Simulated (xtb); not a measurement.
## Property calculation, with input and output: CH$_{3}$ClN$_{2}$Si

CH$_{3}$ClN$_{2}$Si, computed with GFN2-xTB, ALPB solvent dmso (xtb 6.7.1 later snapshot).

The geometry comes from this level: GFN2-xTB.

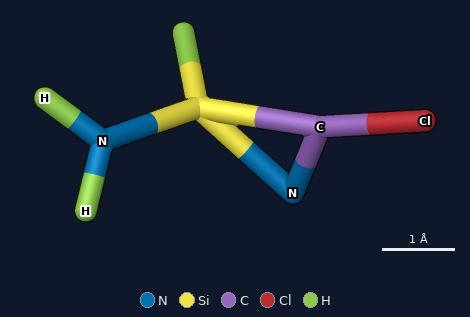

**Figure 1.** The input geometry (stick view, seen at a tilt). Bond lengths as drawn: C–Cl 1.69 Å, C–N 1.30 Å, C–Si 1.84 Å, H–N 1.01 Å, H–Si 1.44 Å and N–Si 1.71 to 1.79 Å.

## Input (struc.xyz)
```
8

N     -0.62057000    -0.15250000     1.38525000
Si     0.57571000     0.05118000     0.18293000
N      0.18107000     1.15020000    -1.17015000
C      0.07626000    -0.07399000    -1.58268000
Cl    -0.40643000    -0.60977000    -3.10853000
H     -1.29544000     0.57204000     1.56206000
H     -0.45693000    -0.71647000     2.20113000
H      1.94633000    -0.22069000     0.52999000
```

Hardware: 1 thread of Arm Neoverse V1, 24 GiB of memory available, shared host.

Launched with:
```bash
xtb struc.xyz --alpb dmso --gfn 2 --esp --chrg 0 --parallel 1 > run.log 2> xtb.err
```

## The program's output
```
* xtb version 6.7.1
   ID    Z sym.   atoms
    1    7 N      1, 3
    2   14 Si     2
    3    6 C      4
    4   17 Cl     5
    5    1 H      6-8

           -------------------------------------------------
          |                Calculation Setup                |
           -------------------------------------------------

          program call               : xtb struc.xyz --alpb dmso --gfn 2 --esp --chrg 0 --parallel 1
          coordinate file            : struc.xyz
          omp threads                :                     1

           -------------------------------------------------
          |                 G F N 2 - x T B                 |
           -------------------------------------------------

      * Hamiltonian:
        H0-scaling (s, p, d)           1.850000    2.230000    2.230000
        zeta-weighting                 0.500000
      * Dispersion:
        s8                             2.700000
        a1                             0.520000
        a2                             5.000000
        s9                             5.000000
      * Repulsion:
        kExp                           1.500000    1.000000
        rExp                           1.000000
      * Coulomb:
        alpha                          2.000000
        third order                    shell-resolved
        anisotropic                    true
        a3                             3.000000
        a5                             4.000000
        cn-shift                       1.200000
        cn-exp                         4.000000
        max-rad                        5.000000

      * Solvation model:               ALPB
        Solvent                        dmso
        Parameter file                 internal GFN2-xTB/ALPB
        Dielectric constant                4.6680E+01
        Reference state                gsolv [1 M gas/solution]
        Free energy shift                  7.1947E-03 Eh       4.5147E+00 kcal/mol
        Temperature                        2.9815E+02 K
        Density                            1.1000E+00 kg/L
        Solvent mass                       7.8130E+01 g/mol
        Interaction kernel             P16
        Born radius scaling (c1)           1.7927E+00
        Born radii integrator          GBOBC
        Born offset                        0.0000E+00 a0       0.0000E+00 AA
        H-bond correction              true
        Ion screening                  false
        Surface tension                    1.0000E-05 Eh       1.5569E+01 dyn/cm
        Grid points                               230 per atom

          ...................................................
          :                      SETUP                      :
          :.................................................:
          :  # basis functions                  35          :
          :  # atomic orbitals                  33          :
          :  # shells                           15          :
          :  # electrons                        28          :
          :  max. iterations                   250          :
          :  Hamiltonian                  GFN2-xTB          :
          :  restarted?                      false          :
          :  GBSA solvation                   true          :
          :  PC potential                    false          :
          :  electronic temp.          300.0000000     K    :
          :  accuracy                    1.0000000          :
          :  -> integral cutoff          0.2500000E+02      :
          :  -> integral neglect         0.1000000E-07      :
          :  -> SCF convergence          0.1000000E-05 Eh   :
          :  -> wf. convergence          0.1000000E-03 e    :
          :  Broyden damping             0.4000000          :
          :  net charge                          0          :
          :  unpaired electrons                  0          :
          ...................................................

 iter      E             dE          RMSdq      gap      omega  full diag
   1    -15.8481429 -0.158481E+02  0.682E+00    2.37       0.0  T
   2    -15.8706444 -0.225014E-01  0.313E+00    2.60       1.0  T
   3    -15.8599674  0.106770E-01  0.244E+00    2.25       1.0  T
   4    -15.8784655 -0.184981E-01  0.731E-01    2.43       1.0  T
   5    -15.8787877 -0.322240E-03  0.498E-01    2.37       1.0  T
   6    -15.8789670 -0.179295E-03  0.208E-01    2.38       1.0  T
   7    -15.8790815 -0.114543E-03  0.127E-01    2.38       1.0  T
   8    -15.8791073 -0.257251E-04  0.704E-02    2.38       1.0  T
   9    -15.8791204 -0.131023E-04  0.355E-02    2.39       1.0  T
  10    -15.8791240 -0.358803E-05  0.217E-02    2.39       1.6  T
  11    -15.8791251 -0.114712E-05  0.135E-02    2.39       2.6  T
  12    -15.8791256 -0.541893E-06  0.715E-03    2.39       4.9  T
  13    -15.8791258 -0.146858E-06  0.445E-03    2.39       7.9  T
  14    -15.8791259 -0.861124E-07  0.115E-03    2.39      30.7  T
  15    -15.8791259 -0.991772E-09  0.556E-04    2.39      63.6  T
  16    -15.8791259 -0.104456E-08  0.872E-05    2.39     405.5  T

   *** convergence criteria satisfied after 16 iterations ***

         #    Occupation            Energy/Eh            Energy/eV
      -------------------------------------------------------------
         1        2.0000           -1.0630333             -28.9266
       ...           ...                  ...                  ...
         8        2.0000           -0.4805330             -13.0760
         9        2.0000           -0.4612976             -12.5525
        10        2.0000           -0.4515503             -12.2873
        11        2.0000           -0.4215003             -11.4696
        12        2.0000           -0.4173013             -11.3553
        13        2.0000           -0.4072545             -11.0820
        14        2.0000           -0.3382559              -9.2044 (HOMO)
        15                         -0.2504846              -6.8160 (LUMO)
        16                         -0.2085524              -5.6750
        17                         -0.1533032              -4.1716
        18                         -0.1318038              -3.5866
        19                         -0.0971054              -2.6424
       ...                                ...                  ...
        33                          0.7731286              21.0379
      -------------------------------------------------------------
                  HL-Gap            0.0877713 Eh            2.3884 eV
             Fermi-level           -0.2943702 Eh           -8.0102 eV

 SCC (total)                   0 d,  0 h,  0 min,  0.007 sec
 SCC setup                      ...        0 min,  0.000 sec (  2.923%)
 Dispersion                     ...        0 min,  0.000 sec (  0.521%)
 classical contributions        ...        0 min,  0.000 sec (  0.107%)
 integral evaluation            ...        0 min,  0.001 sec ( 11.898%)
 iterations                     ...        0 min,  0.004 sec ( 64.307%)
 molecular gradient             ...        0 min,  0.001 sec ( 19.047%)
 printout                       ...        0 min,  0.000 sec (  0.972%)

         :::::::::::::::::::::::::::::::::::::::::::::::::::::
         ::                     SUMMARY                     ::
         :::::::::::::::::::::::::::::::::::::::::::::::::::::
         :: total energy             -15.739948609901 Eh    ::
         :: w/o Gsasa/hb/shift       -15.730284688626 Eh    ::
         :: gradient norm              0.015235662600 Eh/a0 ::
         :: HOMO-LUMO gap              2.388378186029 eV    ::
         ::.................................................::
         :: SCC energy               -15.879122968742 Eh    ::
         :: -> isotropic ES            0.046165452162 Eh    ::
         :: -> anisotropic ES         -0.000770077434 Eh    ::
         :: -> anisotropic XC          0.007279270488 Eh    ::
         :: -> dispersion             -0.005177691466 Eh    ::
         :: -> Gsolv                  -0.015981358525 Eh    ::
         ::    -> Gelec               -0.006317437250 Eh    ::
         ::    -> Gsasa               -0.012548723161 Eh    ::
         ::    -> Ghb                 -0.004309892163 Eh    ::
         ::    -> Gshift               0.007194694049 Eh    ::
         :: repulsion energy           0.139174358842 Eh    ::
         :: add. restraining           0.000000000000 Eh    ::
         :: total charge               0.000000000000 e     ::
         :::::::::::::::::::::::::::::::::::::::::::::::::::::

           -------------------------------------------------
          |                Property Printout                |
           -------------------------------------------------

    * Orbital Energies and Occupations

         #    Occupation            Energy/Eh            Energy/eV
      -------------------------------------------------------------
         1        2.0000           -1.0630333             -28.9266
         2        2.0000           -0.7517338             -20.4557
         3        2.0000           -0.6094317             -16.5835
         4        2.0000           -0.5734797             -15.6052
         5        2.0000           -0.5385631             -14.6550
         6        2.0000           -0.5163938             -14.0518
         7        2.0000           -0.4901437             -13.3375
         8        2.0000           -0.4805330             -13.0760
         9        2.0000           -0.4612976             -12.5525
        10        2.0000           -0.4515503             -12.2873
        11        2.0000           -0.4215003             -11.4696
        12        2.0000           -0.4173013             -11.3553
        13        2.0000           -0.4072545             -11.0820
        14        2.0000           -0.3382559              -9.2044 (HOMO)
        15                         -0.2504846              -6.8160 (LUMO)
        16                         -0.2085524              -5.6750
        17                         -0.1533032              -4.1716
        18                         -0.1318038              -3.5866
        19                         -0.0971054              -2.6424
        20                         -0.0801423              -2.1808
        21                         -0.0224686              -0.6114
        22                          0.0102686               0.2794
        23                          0.0123204               0.3353
        24                          0.0131105               0.3568
        25                          0.0345407               0.9399
       ...                                ...                  ...
        33                          0.7731286              21.0379
      -------------------------------------------------------------
                  HL-Gap            0.0877713 Eh            2.3884 eV
             Fermi-level           -0.2943702 Eh           -8.0102 eV

     #   Z          covCN         q      C6AA      α(0)
     1   7          2.542    -0.404    30.509     8.203
     2  14          3.445     0.472   104.102    19.901
     3   7          1.752    -0.373    30.526     8.178
     4   6          2.684     0.064    26.553     8.433
     5  17          0.918    -0.168   104.417    15.633
     6   1          0.861     0.226     0.982     1.552
     7   1          0.861     0.222     0.999     1.565
     8   1          0.924    -0.038     3.821     3.057

 Mol. C6AA /au·bohr⁶  :       1623.317643
 Mol. C8AA /au·bohr⁸  :      59379.434039
 Mol. α(0) /au        :         66.522439

Wiberg/Mayer (AO) data.
largest (>0.10) Wiberg bond orders for each atom

 ---------------------------------------------------------------------------
     #   Z sym  total        # sym  WBO       # sym  WBO       # sym  WBO
 ---------------------------------------------------------------------------
     1   7      3.271 --     2      1.260     7      0.936     6      0.928
     2  14      4.010 --     1      1.260     3      0.973     8      0.854
                             4      0.817
     3   7      3.009 --     4      1.826     2      0.973     5      0.118
     4   6      3.732 --     3      1.826     5      1.009     2      0.817
     5  17      1.214 --     4      1.009     3      0.118
     6   1      0.949 --     1      0.928
     7   1      0.950 --     1      0.936
     8   1      0.999 --     2      0.854
 ---------------------------------------------------------------------------

Topologies differ in total number of bonds
Writing topology from bond orders to xtbtopo.mol

molecular dipole:
                 x           y           z       tot (Debye)
 q only:        0.110      -0.504       2.284
   full:        0.110      -0.643       1.932       5.183
molecular quadrupole (traceless):
                xx          xy          yy          xz          yz          zz
 q only:        3.535      -1.191       0.219      -2.494       0.729      -3.754
  q+dip:        3.408      -2.106      -3.339      -1.879       0.937      -0.069
   full:        3.233      -2.039      -3.596      -1.823       1.348       0.363

 ESP plotting routine
 writing <xtb_esp.dat> and <xtb_esp_profile.dat>
 generated          276  surface points
 computing CAO density maxtrix ...
 computing primitive pair data ...
 number of prim pairs        5565
         276  points read.
 computing ESP ...
maximum/minimum/av ESP value :    0.067618   -0.092848    0.008451

           -------------------------------------------------
          | TOTAL ENERGY              -15.739948609901 Eh   |
          | GRADIENT NORM               0.015235662600 Eh/α |
          | HOMO-LUMO GAP               2.388378186029 eV   |
           -------------------------------------------------

------------------------------------------------------------------------
------------------------------------------------------------------------
 total:
 *  cpu-time:     0 d,  0 h,  0 min,  0.623 sec
 * ratio c/w:     1.000 speedup
 SCF:
 *  cpu-time:     0 d,  0 h,  0 min,  0.007 sec
 * ratio c/w:     1.000 speedup
```

## Standard error
```
normal termination of xtb
```

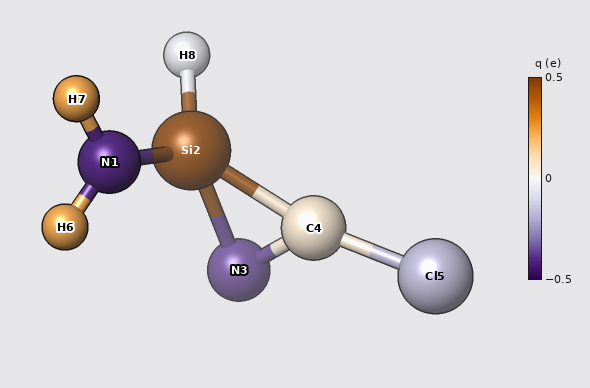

**Figure 2.** Mulliken charges, as the colour of each atom (ball-and-stick view, seen at a tilt; atoms are numbered from 1 in the order of the input). By element: N −0.40 to −0.37, Si +0.47, C +0.06, Cl −0.17 and H −0.04 to +0.23 e.

## Summary

| quantity | value |
| --- | --- |
| outcome | converged |
| electrons treated | 28 |
| total energy | −15.739949 hartree |
| dispersion energy | −0.005178 hartree |
| solvation energy | −0.015981 hartree |
| basis functions | 35 |
| HOMO | −9.20 eV |
| LUMO | −6.82 eV |
| dipole moment | 5.18 D |
| wall time | 0.64 s |
| peak memory | 0.072 GiB |
